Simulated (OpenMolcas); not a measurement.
## Single-point calculation of CCuO (part 2 of 2)

The same run, continued: CCuO (Cu(CO)), multiplicity 2, SMILES [O+]#[C-]->[Cu]; NEVPT2/ANO-R2, sfX2C (OpenMolcas 26.06). The geometry comes from this level: GFN2-xTB.

Geometry of the input (Å):
```
Cu -0.0152  0.0206  -1.6082
C  0.0022  -0.0027  0.2046
O  0.0131  -0.0179  1.4036
```

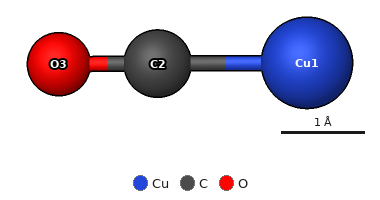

*The input geometry (ball-and-stick view, seen on its broad side; atoms are numbered from 1 in the order of the input). Sticks mark near contacts.*

### What the program printed, continued
```
          iter iter root      energy       change     param      element    value   shift minimum  type update hh:mm:ss
 Nr of preliminary CI iterations:   1
      Total energies have been shifted. Add                -1000.00 au
        1   1   12    1  -765.92942884    0.00E+00   8.80E-03   11 111 1  7.01E-02*  0.44   0.00    SX    NO    0:00:01
        2   1   18    1  -765.93306539   -3.64E-03* -1.40E-01*  11  90 1 -2.93E-02*  0.46   0.00    SX    NO    0:00:00
        3   1   18    1  -765.93316096   -9.56E-05*  6.30E-02   11  90 1  3.70E-02*  0.38   0.00    SX    NO    0:00:00
        4   1   19    1  -765.93293815    2.23E-04*  1.38E-01*  10  89 1  4.70E-02*  0.44   0.00    SX    NO    0:00:00
        5   1   16    1  -765.93223909    6.99E-04*  6.80E-02   10  89 1 -6.23E-02*  0.34   0.45    SX   YES    0:00:00
        6   1   16    1  -765.93526128   -3.02E-03*  2.29E-02   10  89 1  1.76E-02*  0.38   0.85    QN   YES    0:00:00
        7   1   14    1  -765.93554759   -2.86E-04*  3.09E-02    9 109 1  8.39E-03*  0.37   2.50    LS   YES    0:00:00
        8   1   14    1  -765.93569214   -1.45E-04* -5.21E-02   10  89 1 -1.61E-02*  0.35   0.98    QN   YES    0:00:00
        9   1   16    1  -765.93631556   -6.23E-04* -6.26E-02   10  89 1 -1.77E-02*  0.31   2.50    LS   YES    0:00:00
       10   1   16    1  -765.93729667   -9.81E-04* -7.24E-02   10  89 1 -2.31E-02*  0.27   2.50    LS   YES    0:00:00
       11   1   19    1  -765.93888163   -1.58E-03*  1.13E-01*  10  89 1 -3.15E-02*  0.22   2.50    QN   YES    0:00:00
       12   1   16    1  -765.93618414    2.70E-03*  8.61E-02   10  89 1 -2.88E-02*  0.31  -0.50    LS   YES    0:00:00
       13   1   18    1  -765.93806486   -1.88E-03*  9.15E-02   11  90 1  2.43E-02*  0.23   2.50    LS   YES    0:00:00
       14   1   23    1  -765.94146943   -3.40E-03*  1.32E-01*  10  89 1 -3.86E-02*  0.17   2.50    QN   YES    0:00:00
       15   1   18    1  -765.93701223    4.46E-03*  9.63E-02   10  89 1 -4.05E-02*  0.29  -0.50    LS   YES    0:00:00
       16   1   15    1  -765.93987364   -2.86E-03*  9.87E-02   10  89 1 -3.09E-02*  0.19   2.50    LS   YES    0:00:00
       17   1   26    1  -765.94493741   -5.06E-03*  1.32E-01*  10  89 1 -5.04E-02*  0.13   2.50    QN   YES    0:00:00
       18   1   16    1  -765.93778393    7.15E-03*  9.57E-02   10  89 1 -6.08E-02*  0.26  -0.50    LS   YES    0:00:00
       19   1   17    1  -765.94240330   -4.62E-03*  9.80E-02   11  90 1  3.86E-02*  0.15   2.50    LS   YES    0:00:00
       20   1   27    1  -765.95019217   -7.79E-03*  1.46E-01*  11  90 1  6.09E-02*  0.11   2.50    QN   YES    0:00:00
       21   1   18    1  -765.93879807    1.14E-02*  1.03E-01*  10  89 1 -8.25E-02*  0.25  -0.50    LS   YES    0:00:00
       22   1   26    1  -765.94592176   -7.12E-03*  2.54E-01*  11  90 1  4.68E-02*  0.11   2.50    QN   YES    0:00:00
       23   1   29    1  -765.97260003   -2.67E-02* -3.39E-02    9 109 1 -6.58E-02*  0.06   1.02    QN   YES    0:00:00
       24   1   28    1  -765.97715543   -4.56E-03* -4.50E-02   10  89 1  6.59E-02*  0.04   0.71    QN   YES    0:00:00
       25   1   19    1  -765.97809476   -9.39E-04* -1.88E-02    9 109 1 -3.79E-02*  0.10   0.56    SX   YES    0:00:00
       26   1   23    1  -765.98402311   -5.93E-03*  8.39E-02   10  89 1  3.12E-02*  0.06   1.34    QN   YES    0:00:00
       27   1   19    1  -765.98470068   -6.78E-04* -4.36E-02   10  89 1  2.81E-02*  0.05   0.57    QN   YES    0:00:00
       28   1   19    1  -765.98689409   -2.19E-03* -1.38E-02   10  89 1  1.88E-02*  0.05   1.34    QN   YES    0:00:00
       29   1   18    1  -765.98736979   -4.76E-04*  4.58E-03   10  89 1  9.93E-03*  0.05   1.53    QN   YES    0:00:00
       30   1   18    1  -765.98753751   -1.68E-04* -2.59E-03   11  90 1 -1.80E-03*  0.05   1.22    QN   YES    0:00:00
       31   1   17    1  -765.98755968   -2.22E-05* -9.84E-04   15  23 1  1.04E-03*  0.05   1.04    QN   YES    0:00:00
       32   1   14    1  -765.98756374   -4.06E-06* -2.38E-04   10  89 1 -6.89E-04*  0.05   0.87    QN   YES    0:00:00
       33   1   14    1  -765.98756483   -1.09E-06* -1.15E-04   10  89 1 -2.27E-04*  0.05   1.48    LS   YES    0:00:00
       34   1   14    1  -765.98756495   -1.21E-07*  1.87E-04   17  24 1 -1.42E-04*  0.05   1.04    QN   YES    0:00:00
       35   1   13    1  -765.98756509   -1.44E-07*  1.05E-04   17  24 1 -5.10E-05   0.05   1.56    LS   YES    0:00:00
       36   1   11    1  -765.98756511   -2.11E-08*  2.46E-05    5 127 1  5.26E-05   0.05   0.98    QN   YES    0:00:00
       37   1   11    1  -765.98756513   -1.57E-08* -2.72E-05   16  24 1 -2.11E-05   0.05   1.35    QN   YES    0:00:00
       38   1    9    1  -765.98756513   -4.54E-09   9.08E-06   16  23 1  6.71E-06   0.05   1.24    QN   YES    0:00:00
      Convergence after 38 iterations
       39   1    9    1  -765.98756513   -6.45E-10   9.08E-06   16  23 1  3.19E-06   0.05   1.24    QN   YES    0:00:00

      ************************************************************************************************************************
                                                      Wave function printout:
                       occupation of active orbitals, and spin coupling of open shells (u,d: Spin up or down)
      ************************************************************************************************************************

      Note: transformation to natural orbitals
      has been made, which may change the order of the CSFs.

      printout of CI-coefficients larger than  0.05 for root  1
      energy=   -1765.987565
      conf/sym  11111     Coeff  Weight
             1  2222u   1.00000 1.00000

      Natural orbitals and occupation numbers for root  1
      sym 1:   2.000000   2.000000   2.000000   2.000000   1.000000

      ************************************************************************************************************************
      *                                                    Final results                                                     *
      ************************************************************************************************************************

++    Final optimization conditions:
      ------------------------------

      Average CI energy                           -1765.98756513
      RASSCF energy for state  1                  -1765.98756513
      Super-CI energy                                -0.00000000
      RASSCF energy change                           -0.00000000
      Max change in MO coefficients               1.082E-05
      Max non-diagonal density matrix element     9.082E-06
      Maximum BLB matrix element                  3.190E-06
      (orbital pair  16,  23 in symmetry   1)
      Norm of electronic gradient            1.527E-05
--

      Final state energy(ies):
      ------------------------

::    RASSCF root number  1 Total energy:  -1765.98756513
      Von Neumann Entropy (Root   1) =  0.50000

      Mulliken population analysis for root number:  1
      -----------------------------------------------

++    Molecular charges:
      ------------------

      Mulliken charges per centre
      ---------------------------

                CU1     C2      O3
      Total   29.1390  5.6882  8.1728

      N-E     -0.1390  0.3118 -0.1728

      Total electronic charge=   43.000000

      Total            charge=   -0.000000
--

      Expectation values of various properties for root number:  1
      -----------------------------------------------------------

++    Molecular properties:
      ---------------------

      Charge (e):
                      =   -0.0000
      Dipole Moment (debye):
      Origin of the operator (angstrom)=   -0.0080    0.0108   -0.8392
                   X=  2.2884E-02               Y= -2.9594E-02               Z=  2.2417E+00           Total=  2.2420E+00
      Quadrupole Moment (debye*angstrom):
      Origin of the operator (angstrom)=   -0.0080    0.0108   -0.8392
                  XX= -2.5639E+01              XY=  8.0652E-04              XZ= -6.3175E-02              YY= -2.5640E+01
                  YZ=  8.5345E-02              ZZ= -3.2286E+01
      In traceless form (debye*angstrom)
                  XX=  3.3239E+00              XY=  1.2098E-03              XZ= -9.4762E-02              YY=  3.3232E+00
                  YZ=  1.2802E-01              ZZ= -6.6471E+00
--

      Mulliken spin population analysis for root number:  1
      ---------------------------------------------------

++    Molecular charges:
      ------------------

      Mulliken spin population per centre
      ---------------------------

                CU1     C2      O3
      Total    1.1728 -0.1671 -0.0057

      Total electronic spin=    1.000000
--

      LoProp population analysis for root number:  1
      -----------------------------------------------

++    LoProp analysis:
      ----------------

++    Static properties:
      ------------------

      LoProp Charges per center

                   CU1      C2       O3
      Nuclear     29.0000   6.0000   8.0000
      Electronic -28.9500  -5.8935  -8.1566

      Total        0.0500   0.1065  -0.1566
--

      Natural Bond Order analysis for root number:  1

++    Natural Bond Order analysis
      ---------------------------
      Based on LoProp computed density
      -------------------------------------------------------------------------------------
      Atom A       Atom B       Bond Order
      -------------------------------------------------------------------------------------
      NBO located      0.968 non-bonded electrons on atom CU1
      NBO located      0.973 non-bonded electrons on atom CU1
      NBO located      0.986 non-bonded electrons on atom CU1
      NBO located      0.995 non-bonded electrons on atom CU1
      NBO located      0.995 non-bonded electrons on atom CU1
      NBO located      0.999 non-bonded electrons on atom CU1
      NBO located      1.002 non-bonded electrons on atom CU1
      NBO located      1.002 non-bonded electrons on atom CU1
      NBO located      1.000 non-bonded electrons on atom CU1
      NBO located      1.000 non-bonded electrons on atom CU1
      NBO located      1.000 non-bonded electrons on atom CU1
      NBO located      1.000 non-bonded electrons on atom CU1
      NBO located      1.000 non-bonded electrons on atom CU1
      NBO located      1.000 non-bonded electrons on atom CU1
      NBO located      0.993 non-bonded electrons on atom C2
      NBO located      0.999 non-bonded electrons on atom O3
      The remaining    5.618 electrons are to be considered as diffuse
--

--

      Average orbitals are written to the RASORB file
      Natural orbitals for root   1 are written to the RASORB.1 file
      Spin density orbitals for root   1 are written to the SPDORB.1 file

--- Stop Module: rasscf /rc=_RC_ALL_IS_WELL_ ---
--- Module rasscf spent 26 seconds ---

--- Start Module: caspt2 ---

                                              &CASPT2

                       available to each process: 1.9 GB of memory, 1 thread

++    Wave function specifications:
      -----------------------------

      Number of closed shell electrons          18
      Number of electrons in active shells       9
      Max number of holes in RAS1 space          0
      Max number of electrons in RAS3 space      0
      Number of inactive orbitals                9
      Number of active orbitals                  5
      Number of secondary orbitals             105
      Spin quantum number                      0.5
      State symmetry                             1
      Number of CSFs                             5
      Number of CASSCF root(s) available         1
      NEVPT2 state passed to geometry opt.       1
      A file JOBMIX will be created
      This is a CASSCF or RASSCF reference function
--

++    Orbital specifications:
      -----------------------

      Symmetry species                           1
                                                 a
      Frozen orbitals                            8
      Inactive orbitals                          9
      Active orbitals                            5
      Secondary orbitals                       105
      Deleted orbitals                           0
      Number of basis functions                127
--

++    NEVPT2 specifications:
      ----------------------

      Type of calculation                        SS-NEVPT2
      Internal contraction for energies          partially and strongly contracted
                                                 (PC-NEVPT2 and SC-NEVPT2)
      Denominator threshold for SC-NEVPT2        1.00E-09
      Fock operator                              state-specific
      0th-order Hamiltonian                      DYALL
      IPEA shift                                 0.00
      Real shift                                 0.00
      Imaginary shift                            0.00
      The input orbitals will be transformed to quasi-canonical
--

--------------------------------------------------------------------------------
 Estimated memory requirements:
  POLY3 :                   250530
  RHS:                      807494
  SIGMA :                  1251700
  PRPCTL:                        0
 Available workspace:    232476517

++ NEVPT2 computation for group   1

********************************************************************************
 Multi-State initialization phase begins for group   1
--------------------------------------------------------------------------------
********************************************************************************
 Compute H0 matrices for state    1
--------------------------------------------------------------------------------
--------------------------------------------------------------------------------
 H0 matrices have been computed.

********************************************************************************
  NEVPT2 EQUATION SOLUTION
--------------------------------------------------------------------------------

  Total nr of NEVPT2 parameters:
   Before reduction:     1186245
   After  reduction:     1104741

 Variance of |WF0>:      12.0396792933
-----------------------------------------------------------------------------------------------------------------------------

  FINAL PC-NEVPT2 RESULT:

      Reference energy:       -1765.9875651327
      E2 (Non-variational):      -1.2240560567
      E2 (Variational):          -1.2240560567
      Total energy:           -1767.2116211895
      Residual norm:              0.0000000000
      Reference weight:           0.80852

      Contributions to the PC-NEVPT2 correlation energy
      Active & Virtual Only:         -0.3019164368
      One Inactive Excited:          -0.4177577598
      Two Inactive Excited:          -0.5043818601

  FINAL SC-NEVPT2 RESULT:

      Reference energy:       -1765.9875651327
      E2 (Non-variational):      -1.2234663456
      E2 (Variational):          -1.2234663456
      Total energy:           -1767.2110314784
      Residual norm:              0.0000000000
      Reference weight:           0.80908

      Contributions to the SC-NEVPT2 correlation energy
      Active & Virtual only:         -0.3013893958
      One Inactive Excited:          -0.4176950881
      Two Inactive Excited:          -0.5043818618

   (Skip denominator check etc. with SC-NEVPT2 wavefunction)

   (Skipping property calculation,
    use PROP keyword to activate)
--

  Total SC-NEVPT2 energies:
::    SC-NEVPT2 Root  1     Total energy:  -1767.21103148

  A NEW JOBIPH FILE NAMED 'JOBMIX' IS PREPARED.
********************************************************************************
--- Stop Module: caspt2 /rc=_RC_ALL_IS_WELL_ ---
--- Module caspt2 spent 2 seconds ---

.##################.
.# Happy landing! #.
.##################.

    Timing: Wall=38.84 User=37.36 System=1.47
```

### Summary

- outcome: converged
- total energy: −1767.211031 hartree
- basis functions: 127
- wall time: 39 s
- peak memory: 0.24 GiB
